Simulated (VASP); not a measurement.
Energy against volume of Li2S (antifluorite). These are revPBE GGA, VASP's PBE PAW potentials (set 64) (plane waves; VASP) values and carry that method's errors.

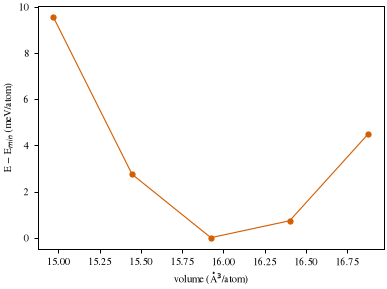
*Energy against volume*

Question: Estimate the equilibrium volume and the bulk modulus.

Answer: The minimum lies near 16.1 Å³/atom, and the curvature gives B0 of about 38 GPa.

Measured: a 5.716 Å at 293 K (computed value off by +1.0 %), as given by F. Kubel et al., Zeitschrift für Kristallographie - New Crystal Structures (1999), doi:10.1515/ncrs-1999-0303. The calculation is for a static lattice, while the measured a holds thermal and zero-point effects, which are part of the difference.

The compound is Li2S in the antifluorite structure. It was relaxed first.
